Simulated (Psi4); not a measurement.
# r2SCAN/cc-pVTZ (sweep point 6) run of P2H2 (SMILES [H]/P=P/[H])

What is the vertical ionisation energy of P2H2 at r2SCAN/cc-pVTZ (sweep point 6)? Input form: a Python script.

Program for the calculation: Psi4 1.11.

**1. Starting point**

P2H2: 4 atoms, total charge 0, spin state singlet. As SMILES, `[H]/P=P/[H]`. Geometry: relaxed at GFN2-xTB.

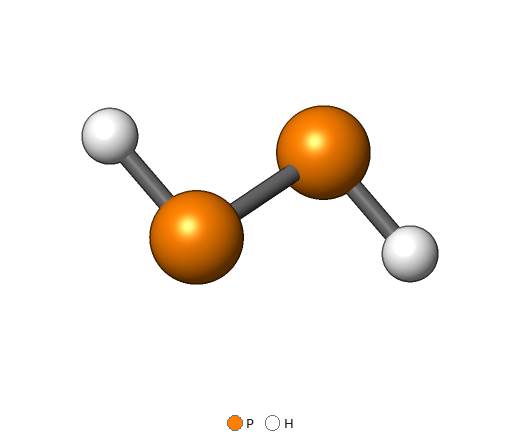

Viewed from a chosen angle; phosphorus orange, hydrogen white.

**2. The energy at r2SCAN/cc-pVTZ (sweep point 6)**

File run.py:

```python
import psi4

psi4.set_memory(1600000000)
psi4.set_num_threads(1)
psi4.set_output_file('run.log', False)

mol = psi4.geometry("""
P     -0.024370    -1.003630     0.088350
P      0.024420     1.003540    -0.088260
H      1.037260    -1.067570     1.003320
H     -1.037310     1.067660    -1.003410
symmetry c1
""")

psi4.set_options({
    'basis': 'cc-pVTZ',
    'puream': True,
    'scf_type': 'pk',
    'dft_radial_points': 99,
    'dft_spherical_points': 590,
})

result = psi4.energy("r2scan", molecule=mol)
print(f'r2scan energy: {result:.10f} Eh')
for k, v in sorted(psi4.core.scalar_variables().items()):
    print(f'{k:45s} {v:18.10f}')
```

Launch:

```console
python run.py
```

run.log:

```text
[...]
  Running in c1 symmetry.
[...]
  Nuclear repulsion =   76.759456495580409
[...]
  Multiplicity = 1
[...]
  Nalpha       = 16
  Nbeta        = 16
[...]
    Number of basis functions: 96
[...]
   @RKS iter   1:  -683.77665449380891   -1.79840e-01   4.26726e-03 DIIS/ADIIS
[...]
   @RKS iter   8:  -683.85318585963876   -1.73952e-08   1.25447e-07 DIIS
[...]
    Orbital Energies [Eh]
    ---------------------
    Doubly Occupied:
       1A    -76.792282     2A    -76.792265     3A     -6.488551
       4A     -6.488350     5A     -4.634343     6A     -4.634246
       7A     -4.631852     8A     -4.631428     9A     -4.628934
      10A     -4.628335    11A     -0.660203    12A     -0.517833
      13A     -0.339175    14A     -0.337483    15A     -0.263835
      16A     -0.239578
[...]
  @RKS Final Energy:  -683.85318585963876
   => Energetics <=
    Nuclear Repulsion Energy =             76.7594564955804088
    One-Electron Energy =               -1097.8593354870504299
    Two-Electron Energy =                 384.3786438486125689
    DFT Exchange-Correlation Energy =     -47.1319507167812333
    Empirical Dispersion Energy =           0.0000000000000000
    VV10 Nonlocal Energy =                  0.0000000000000000
    Total Energy =                       -683.8531858596387565
[...]
 Multipole Moments:
 ------------------------------------------------------------------------------------
     Multipole            Electronic (a.u.)      Nuclear  (a.u.)        Total (a.u.)
 ------------------------------------------------------------------------------------
 L = 1.  Multiply by 2.5417464519 to convert [e a0] to [Debye]
 Dipole X            :          0.0001509           -0.0000937            0.0000572
 Dipole Y            :         -0.0001969            0.0001686           -0.0000283
 Dipole Z            :          0.0002202           -0.0001686            0.0000516
 Magnitude           :                                                    0.0000820
[...]
```

On the terminal:

```text
r2scan energy: -683.8531858596 Eh
CURRENT ENERGY                                   -683.8531858596
CURRENT REFERENCE ENERGY                         -683.8531858596
DD SOLVATION ENERGY                                 0.0000000000
DFT FUNCTIONAL TOTAL ENERGY                      -683.8531858596
DFT TOTAL ENERGY                                 -683.8531858596
DFT VV10 ENERGY                                     0.0000000000
DFT XC ENERGY                                     -47.1319507168
GRID ELECTRONS ALPHA                               16.0000001045
GRID ELECTRONS BETA                                16.0000001045
GRID ELECTRONS TOTAL                               32.0000002090
NUCLEAR REPULSION ENERGY                           76.7594564956
ONE-ELECTRON ENERGY                             -1097.8593354871
PCM POLARIZATION ENERGY                             0.0000000000
PE ENERGY                                           0.0000000000
SCF ITERATION ENERGY                             -683.8531858596
SCF ITERATIONS                                      8.0000000000
SCF TOTAL ENERGY                                 -683.8531858596
TWO-ELECTRON ENERGY                               384.3786438486
XC GRID RADIAL POINTS                              99.0000000000
XC GRID SPHERICAL POINTS                          590.0000000000
XC GRID TOTAL POINTS                           221110.0000000000
```

It took 15 s on 1 thread of Intel Xeon 6975P-C (Granite Rapids), shared host; peak memory 1.1 GiB.

**3. The doublet cation**

File job.py:

```python
import psi4

psi4.set_memory('1600 MB')
psi4.set_num_threads(1)
psi4.set_output_file('run.log', False)

m = psi4.geometry("""
1 2
P     -0.024370    -1.003630     0.088350
P      0.024420     1.003540    -0.088260
H      1.037260    -1.067570     1.003320
H     -1.037310     1.067660    -1.003410
symmetry c1
""")

psi4.set_options(dict(reference='uks', puream=True, scf_type='pk', dft_radial_points=99, dft_spherical_points=590, maxiter=150))

E, wfn = psi4.energy('r2scan/cc-pVTZ', return_wfn=True)
print('E =', round(E, 9))
for k, v in sorted(psi4.core.scalar_variables().items()):
    print(f'{k:45s} {v:18.10f}')
```

Launch:

```console
python job.py
```

run.log:

```text
[...]
  Running in c1 symmetry.
[...]
  Nuclear repulsion =   76.759456495580409
[...]
  Multiplicity = 2
[...]
  Nalpha       = 16
  Nbeta        = 15
[...]
    Number of basis functions: 96
[...]
   @UKS iter   1:  -683.46445571822710    1.32359e-01   3.21526e-03 DIIS/ADIIS
[...]
   @UKS iter   9:  -683.50047695392561   -2.67379e-08   4.28447e-07 DIIS
[...]
   @S^2 Observed:                7.624292585E-01
[...]
    Orbital Energies [Eh]
    ---------------------
    Alpha Occupied:
       1A    -77.083328     2A    -77.083309     3A     -6.775432
       4A     -6.775235     5A     -4.922432     6A     -4.921577
       7A     -4.919984     8A     -4.919889     9A     -4.916535
      10A     -4.916371    11A     -0.926873    12A     -0.784090
      13A     -0.610954    14A     -0.592020    15A     -0.526623
      16A     -0.511278
    Alpha Virtual:
      17A     -0.386014    18A     -0.243931    19A     -0.223905
      20A     -0.180083    21A     -0.065327    22A     -0.062553
      23A     -0.051986    24A     -0.048832    25A     -0.004862
[...]
  @UKS Final Energy:  -683.50047695392561
   => Energetics <=
    Nuclear Repulsion Energy =             76.7594564955804088
    One-Electron Energy =               -1089.0345545391946871
    Two-Electron Energy =                 375.6076550840998038
    DFT Exchange-Correlation Energy =     -46.8330339944110179
    Empirical Dispersion Energy =           0.0000000000000000
    VV10 Nonlocal Energy =                  0.0000000000000000
    Total Energy =                       -683.5004769539256131
[...]
 Multipole Moments:
 ------------------------------------------------------------------------------------
     Multipole            Electronic (a.u.)      Nuclear  (a.u.)        Total (a.u.)
 ------------------------------------------------------------------------------------
 L = 1.  Multiply by 2.5417464519 to convert [e a0] to [Debye]
 Dipole X            :          0.0000725           -0.0000937           -0.0000212
 Dipole Y            :         -0.0000909            0.0001686            0.0000778
 Dipole Z            :          0.0000894           -0.0001686           -0.0000792
 Magnitude           :                                                    0.0001130
[...]
```

Standard output:

```text
E = -683.500476954
CURRENT ENERGY                                   -683.5004769539
CURRENT REFERENCE ENERGY                         -683.5004769539
DD SOLVATION ENERGY                                 0.0000000000
DFT FUNCTIONAL TOTAL ENERGY                      -683.5004769539
DFT TOTAL ENERGY                                 -683.5004769539
DFT VV10 ENERGY                                     0.0000000000
DFT XC ENERGY                                     -46.8330339944
GRID ELECTRONS ALPHA                               16.0000001148
GRID ELECTRONS BETA                                15.0000000621
GRID ELECTRONS TOTAL                               31.0000001769
NUCLEAR REPULSION ENERGY                           76.7594564956
ONE-ELECTRON ENERGY                             -1089.0345545392
PCM POLARIZATION ENERGY                             0.0000000000
PE ENERGY                                           0.0000000000
SCF ITERATION ENERGY                             -683.5004769539
SCF ITERATIONS                                      9.0000000000
SCF TOTAL ENERGY                                 -683.5004769539
TWO-ELECTRON ENERGY                               375.6076550841
XC GRID RADIAL POINTS                              99.0000000000
XC GRID SPHERICAL POINTS                          590.0000000000
XC GRID TOTAL POINTS                           221110.0000000000
```

Wall time 21 s (1 thread of Intel Xeon 6975P-C (Granite Rapids), shared host); peak memory 1.1 GiB.

**4. What came out**

At r2SCAN/cc-pVTZ (sweep point 6):

```
                                          quantity          value
                        singlet P2H2: total energy  -683.85319 Eh
                       singlet P2H2: dipole moment         0.00 D
                         singlet P2H2: HOMO energy       -6.52 eV
                         singlet P2H2: LUMO energy       -3.64 eV
                       singlet P2H2: HOMO–LUMO gap        2.88 eV
                      doublet cation: total energy  -683.50048 Eh
doublet cation: HOMO energy (highest over α and β)      -13.79 eV
 doublet cation: LUMO energy (lowest over α and β)      -12.59 eV
                              doublet cation: ⟨S²⟩          0.762
vertical ionisation energy (to the doublet cation)       9.598 eV
```

In words: Removing an electron at fixed nuclei costs 9.60 eV (221 kcal/mol). −ε(HOMO) before ionisation, 6.52 eV, is 3.08 eV below this ionisation energy.
